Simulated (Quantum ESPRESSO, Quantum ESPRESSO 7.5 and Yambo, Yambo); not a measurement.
# How the form of the self-energy moves the gap of SiC (P6_3mc)

Aim: compare treatments of exchange, screening and correlation for the gap of SiC (P6_3mc).

Main program and level: Quantum ESPRESSO 7.5 and Yambo 5.3.0; PBE and many-body steps on it, plane waves.

**The experiments to reproduce.**

- Gap 3.02 eV: band gap at cryogenic temperature; bulk crystal (literature value) (quoted in “Silicon carbide diodes for neutron detection”, 2020, arxiv:2009.14696).

- Gap 3.03 eV: indirect gap, experimental literature value; quoted from earlier experiment; bulk crystal (quoted in “Charge spill-out and work function of few-layer graphene on SiC(0001)”, 2018, arxiv:1806.04908).

- Gap 3 eV: optical absorption onset, approximate; UV-Vis-NIR transmission; bulk crystal (400 micron semi-insulating 6H-SiC wafer) (“Effects of energetic ion irradiation on WSe2/SiC heterostructures”, 2017, pmc:5482891).

## 1. Starting point

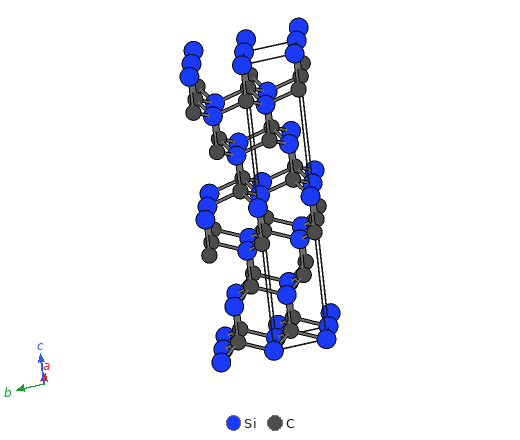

Start, viewed from a free direction; silicon blue, carbon dark grey. 2×2×1 cells are drawn. Bonds to atoms that aren't drawn are left out. Some periodic images of atoms are drawn too.

As a file:

```cif
data_structure
_symmetry_space_group_name_H-M 'P6_3mc'
_symmetry_Int_Tables_number 186
_cell_length_a 3.0766
_cell_length_b 3.0766
_cell_length_c 15.0981
_cell_angle_alpha 90.000
_cell_angle_beta 90.000
_cell_angle_gamma 120.000
_cell_volume 123.77
loop_
_atom_site_label
_atom_site_type_symbol
_atom_site_symmetry_multiplicity
_atom_site_Wyckoff_symbol
_atom_site_fract_x
_atom_site_fract_y
_atom_site_fract_z
_atom_site_occupancy
Si1 Si 2 b 0.33333 0.66667 0.83299 1
Si2 Si 2 b 0.66667 0.33333 0.66650 1
Si3 Si 2 a 0.00000 0.00000 0.49973 1
C1 C 2 a 0.00000 0.00000 0.87437 1
C2 C 2 b 0.33333 0.66667 0.70800 1
C3 C 2 b 0.66667 0.33333 0.54152 1
```

The cell and positions are those that the Materials Project relaxed with its own functionals (PBE, PBE+U or r2SCAN), kept fixed.

## 2. Empty states on the mesh, 6×6×1 mesh, 540 bands

This step: Quantum ESPRESSO 7.5; DFT, PBE, plane waves, norm-conserving pseudopotentials.

The sums over transitions need many empty states on a uniform mesh; this step solves for them.

pw.in

```
&control
  calculation = 'nscf'
  prefix = 'x'
  outdir = 'o'
  pseudo_dir = 'pseudo'
/
&system
  ibrav = 0
  nat = 12
  ntyp = 2
  ecutwfc = 74.0
  nbnd = 540
  force_symmorphic = .true.
/
&electrons
  conv_thr = 1e-9
  electron_maxstep = 80
  diago_full_acc = .true.
  diago_thr_init = 5e-6
/
ATOMIC_SPECIES
  Si 28.085 Si.upf
  C 12.011 C.upf
CELL_PARAMETERS angstrom
  3.0766210102 -0.0000000000 0.0000000000
  -1.5383105051 2.6644319527 0.0000000000
  0.0000000000 0.0000000000 15.0980843200
ATOMIC_POSITIONS crystal
  Si 0.3333333333 0.6666666667 0.8329861500
  Si 0.6666666667 0.3333333333 0.3329861500
  Si 0.6666666667 0.3333333333 0.6665006000
  Si 0.3333333333 0.6666666667 0.1665006000
  Si 0.0000000000 0.0000000000 0.4997294200
  Si 0.0000000000 0.0000000000 0.9997294200
  C 0.0000000000 0.0000000000 0.8743664100
  C 0.0000000000 0.0000000000 0.3743664100
  C 0.3333333333 0.6666666667 0.7079967800
  C 0.6666666667 0.3333333333 0.2079967800
  C 0.6666666667 0.3333333333 0.5415216400
  C 0.3333333333 0.6666666667 0.0415216400
K_POINTS automatic
  6 6 1 0 0 0
```

On the command line:

```
> OMP_NUM_THREADS=1 mpirun -n 4 pw.x -nk 4 -in pw.in > pw.out
```

The log of the run:

```text
Program PWSCF v.7.5 starts

     This program is part of the open-source Quantum ESPRESSO suite
     for quantum simulation of materials; please cite
         "P. Giannozzi et al., J. Phys.:Condens. Matter 21 395502 (2009);
         "P. Giannozzi et al., J. Phys.:Condens. Matter 29 465901 (2017);
         "P. Giannozzi et al., J. Chem. Phys. 152 154105 (2020);
     in publications or presentations arising from this work. More details at

     Atomic positions and unit cell read from directory:
     o/x.save/

     Message from routine setup:
[...]
32.3197  32.3797  33.0699  33.2579  33.4779  33.7163  33.7714  34.1070
     [... 56 further rows ...]
   144.0309 144.2933 144.4252 144.7993 145.0146 145.0799 145.2774 145.3429
   145.7397 145.7744 146.0091 146.0971

          k = 0.0000-0.5774 0.0000 (  9006 PWs)   bands (ev):

     [... further k-points ...]

     highest occupied, lowest unoccupied level (ev):     9.5842   11.6109

     XML data file, pseudopotentials, collected wavefunctions

=------------------------------------------------------------------------------=
   JOB DONE.
=------------------------------------------------------------------------------=
```

It took 3.2 min on 4 MPI ranks of Arm Neoverse V1, shared host; peak memory 2 GiB.

This step gave:

* gap: 2.027 eV
* k of the valence top: 0, 0, 0
* k of the conduction bottom: 0, -0.5, 0
* least direct gap: 3.130 eV
* k points computed: 7
* lowest point of the top converged band, above the valence top: 133.5747 eV

On this mesh the gap is 2.027 eV.

The density comes from a self-consistent run that is not shown.

## 3. Conversion and set-up

This step: Yambo 5.3.0; conversion and set-up on PBE, plane waves, norm-conserving pseudopotentials.

The states are converted to the many-body program's format and the q mesh is built.

On the command line:

```
> (cd o/x.save; p2y > p2y.log; mv SAVE ../..); yambo > setup.log
```

The log of the run:

```text
 Yambo, version 5.3.0

 [02] CORE Variables Setup
 =========================

  [02.01] Unit cells
  ==================

  Cell kind             :  HCP
  Atoms in the cell     :  Si  C
  number of Si atoms    :   6
  number of C  atoms    :   6

  List of atomic masses
  Mass of Si    :  28.08500
  Mass of C     :  12.01100

  List of atomic coordinates    : [cc]
  Si1       : -0.29070E-09   3.3567       23.766      order 1
  Si2       :  2.906986  1.678349  9.500509  order 2
  Si3       :   2.90699   1.67835  19.01609  order 3
[...]
BZ  Q-points                                      :   36

 K/Q-points units:
 rlu = crystal or reduced units; cc = cartesian coordinates; iku = interal k-units

 Q [1]          [rlu]:  0.000000  0.000000  0.000000
 Q [2]          [rlu]: -0.48527E-17  0.16667       0.0000
 Q [3]          [rlu]: -0.97055E-17  0.33333       0.0000
 Q [4]          [rlu]:  0.14558E-16 -0.50000       0.0000
 Q [5]          [rlu]:  0.166667  0.166667  0.000000
 Q [6]          [rlu]:  0.166667  0.333333  0.000000
 Q [7]          [rlu]:  0.333333  0.333333  0.000000

  [03.01] X indexes
  =================

   [03.01.01] Sigma indexes
   ========================

 [06] Game Over & Game summary
```

It took 2.8 s on 1 MPI rank; peak memory 0.24 GiB.

## 4. G0W0, Godby-Needs plasmon pole

G0W0 replaces the xc potential by the self-energy, built once from these orbitals. Only a window of levels is corrected, while the sums run over the empty bands that the input names.

This step: G0W0 on PBE, plane waves, norm-conserving pseudopotentials.

gw2.in

```
HF_and_locXC
gw0
dyson
ppa
em1d
rim_cut
RandQpts= 1000000
RandGvec= 1 RL
EXXRLvcs= 74 Ry
VXCRLvcs= 296 Ry
Chimod= "HARTREE"
% BndsRnXp
 1 | 234 |
%
NGsBlkXp= 10 Ry
% LongDrXp
 1 | 1 | 1 |
%
% GbndRnge
 1 | 234 |
%
DysSolver= "n"
ExtendOut
PPAPntXp= 27.21138 eV
% QPkrange
 1 | 1 | 23 | 26 |
 4 | 4 | 23 | 26 |
%
```

On the command line:

```
> OMP_NUM_THREADS=1 mpirun -n 4 yambo -F gw2.in -J gw2 -C gw2 > gw2.log
```

The log of the run:

```text
 Yambo, version 5.3.0

 [02] CORE Variables Setup
 =========================

  [... cell, symmetries and grids as in the set-up ...]

  [02.05] Energies & Occupations
  ==============================

  [X] === General ===
  [X] Electronic Temperature                        :  0.000000  0.000000 [eV K]
  [X] Bosonic    Temperature                        :  0.000000  0.000000 [eV K]
  [X] Finite Temperature mode                       : no
  [X] El. density                                   :  0.38783E+24 [cm-3]
  [X] Fermi Level                                   :  9.584179 [eV]

  [X] === Gaps and Widths ===
  [X] Conduction Band Min                           :  2.026692 [eV]
  [X] Valence Band Max                              :  0.000000 [eV]
  [X] Filled Bands                                  :  24
  [X] Empty Bands                                   :    25   540
  [X] Direct Gap                                    :  3.130175 [eV]
  [X] Direct Gap localized at k                     :   4
  [X] Indirect Gap                                  :  2.026692 [eV]
  [X] Indirect Gap between kpts                     :   1   4
  [X] Last valence band width                       :  2.077149 [eV]
  [X] 1st conduction band width                     :  3.176042 [eV]

 [03] Transferred momenta grid and indexing
 ==========================================

 IBZ Q-points                                      :   7
 BZ  Q-points                                      :   36

 K/Q-points units:
 rlu = crystal or reduced units; cc = cartesian coordinates; iku = interal k-units

 Q [1]          [rlu]:  0.000000  0.000000  0.000000
 Q [2]          [rlu]: -0.48527E-17  0.16667       0.0000
 Q [3]          [rlu]: -0.97055E-17  0.33333       0.0000
 Q [4]          [rlu]:  0.14558E-16 -0.50000       0.0000
 Q [5]          [rlu]:  0.166667  0.166667  0.000000
 Q [6]          [rlu]:  0.166667  0.333333  0.000000
 Q [7]          [rlu]:  0.333333  0.333333  0.000000

 [04] Coloumb potential Random Integration (RIM)
 ===============================================

  [04.01] RIM initialization
  ==========================

  * Diagonal components only detected *

  8 x (sBL volume)        :  0.065998 [a.u.]
  sBZ random points       :  1000000
  Points outside the sBZ  :   7993074
  RL volume               :  0.296990 [a.u.]
  Integrated volume       :  0.297248 [a.u.]

  [04.02] RIM integrals
  =====================

  Gamma point sphere radius             :  0.073304 [a.u.]
  Points outside the sphere             :   799493
  [Int_sBZ(q=0) 1/q^2]*(Vol_sBZ)^(-1/3) =:  7.699798
                                 should be <:  7.795600

  Summary of Coulomb integrals for non-metallic bands |Q|[au] RIM/Bare

  Q [1] 0.100000E-4 0.987711 * Q [2] 0.207982 1.035310
  Q [5] 0.360235 1.014559 * Q [3] 0.415963 1.011306
  Q [6] 0.550268 1.006880 * Q [4] 0.623945 1.006041
  Q [7] 0.720470 1.004345

 [05] Dipoles
 ============

  [05.01] Setup: observables and procedures
  =========================================

  [WARNING] [x,Vnl] slows the Dipoles computation. To neglect it rename the ns.kb_pp file

 [06] Dynamic Dielectric Matrix (PPA)
 ====================================

 [WR./gw2//ndb.pp]---------------------------------------------------------------
  Brillouin Zone Q/K grids (IBZ/BZ)                :    7   36    7   36
  RL vectors                                       :  11311 [WF]
  Coulomb cutoff potential                         : none
  Electronic Temperature                           :  0.000000 [K]
  Bosonic    Temperature                           :  0.000000 [K]
  PPA    diel. fun.  energies                      : Perdew, Burke & Ernzerhof(X)+Perdew, Burke & Ernzerhof(C)
  wavefunctions                                    : Perdew, Burke & Ernzerhof(X)+Perdew, Burke & Ernzerhof(C)
  Global Gauge                                     : length
  X matrix size                                    :   431
  X band range                                     :    1  234
  X e/h energy range                               : -1.000000 -1.000000 [eV]
  X Time ordering                                  : R
  X Hxc Kernel                                     : HARTREE
  X Drude frequency                                :  0.000000  0.000000
  X poles                                          :  100.0000 [o/o]
  RL vectors in the sum                            :  11311
  [r,Vnl] included                                 : yes
  Field direction                                  :  0.577350E-5  0.577350E-5  0.577350E-5
  BZ energy Double Grid                            : no
  BZ energy DbGd points                            : 0
  BZ Q point size factor                           : -1.000000
  X Optical Averaged directions                    : none

 [07] Local Exchange-Correlation + Non-Local Fock
 ================================================

 [VXC] Plane waves :   71833
 [EXS] Plane waves :   8953

 QP @ state[ 1 ] K range:  1  1
 QP @ state[ 1 ] b range:  23  26
 QP @ state[ 2 ] K range:   4   4
 QP @ state[ 2 ] b range:  23  26

 [xc] Functional : Perdew, Burke & Ernzerhof(X)+Perdew, Burke & Ernzerhof(C)
 [xc] LIBXC used to calculate xc functional
  PP Number of Atomic Species                      :  2
  NLCC RL compoments                               :   71833
  PP Number of Atomic Species                      :  2
  NLCC RL compoments                               :   71833

 [xc] E_xc :  -18.29600 [Ha]
      E_xc :  -36.59200 [Ry]

  Local XC kind (lXC) : Perdew, Burke & Ernzerhof(X)+Perdew, Burke & Ernzerhof(C)
  Non-Local XC kind (nlXC) : Hartree-Fock

  Corrections @ K [1] :  [eV]
 <23|nlXC|23> = -17.34182 -0.10097E-16 <23|lXC|23> = -14.96888 -0.47204E-16
 <24|nlXC|24> = -17.34181 -0.10519E-16 <24|lXC|24> = -14.96888  0.000000
 <25|nlXC|25> = -6.945472 -0.43674E-19 <25|lXC|25> = -12.15702 -0.18882E-15
 <26|nlXC|26> = -6.854570  0.11408E-17 <26|lXC|26> = -12.10217 -0.23602E-16

  Corrections @ K [4] :  [eV]
 <23|nlXC|23> = -16.73341 -0.53488E-17 <23|lXC|23> = -13.92450  0.11801E-16
 <24|nlXC|24> = -17.35488  0.55639E-18 <24|lXC|24> = -14.51596 -0.44254E-16
 <25|nlXC|25> = -6.778437 -0.42343E-17 <25|lXC|25> = -10.94428  0.11801E-16
 <26|nlXC|26> = -6.514522  0.55408E-18 <26|lXC|26> = -10.78955  0.32453E-16

 [08] Dyson equation: Newton solver
 ==================================

  [08.01] G0W0 (W PPA)
  ====================

  [  GW  ] Bands range     :    1  234
  [GW/PPA] G damping       :  0.100000 [eV]

  QP @ state[ 1 ] K range:  1  1
  QP @ state[ 1 ] b range:  23  26
  QP @ state[ 2 ] K range:   4   4
  QP @ state[ 2 ] b range:  23  26

   Sc/G bands                                       :    1  234
   Sc/G damping                                     :  0.100000 ev
   Sc bands terminator                              : no
   Sx RL components                                 :   8953

   QP @ state[ 1 ] K range                          :  1  1
   QP @ state[ 1 ] b range                          :  23  26
   QP @ state[ 2 ] K range                          :   4   4
   QP @ state[ 2 ] b range                          :  23  26
   GF energies kind                                 : Perdew, Burke & Ernzerhof(X)+Perdew, Burke & Ernzerhof(C)
   GF WF`s kind                                     : Perdew, Burke & Ernzerhof(X)+Perdew, Burke & Ernzerhof(C)
   Xs energies kind                                 : Perdew, Burke & Ernzerhof(X)+Perdew, Burke & Ernzerhof(C)
   Xs WF`s kind                                     : Perdew, Burke & Ernzerhof(X)+Perdew, Burke & Ernzerhof(C)

 [11] Game Over & Game summary
```

Wall time 8.8 min (4 MPI ranks); peak memory 2.6 GiB.

Numbers from this step:

```
G0W0 gap on the points computed              : 2.633 eV
starting gap on the mesh                     : 2.027 eV
k of the valence top                         : 0, 0, 0
k of the conduction bottom                   : 0, -0.5, 0
least direct G0W0 gap on the computed points : 3.896 eV
Z at the valence top                         : 0.8008
Z at the conduction bottom                   : 0.8234
```

The gap on the mesh goes from 2.03 eV to 2.63 eV, a correction of +0.61 eV.

[end of part 1 of 2]

[Paths, hosts, dates, memory and timing lines, banners, echoed tables and standing remarks are left out of the program output.]

[Logs are printed without paths, hosts, clocks, repeated set-up lines and the standing remarks that a program may print on its own settings, such as how far it seeks lower states.]

[Runs of the session that timed out or met a known fault of the program may be left out.]

[Hosts, paths, dates, database ids (printed as entryN), source tags and the programs' standing remarks are cut or masked in the printed files.]
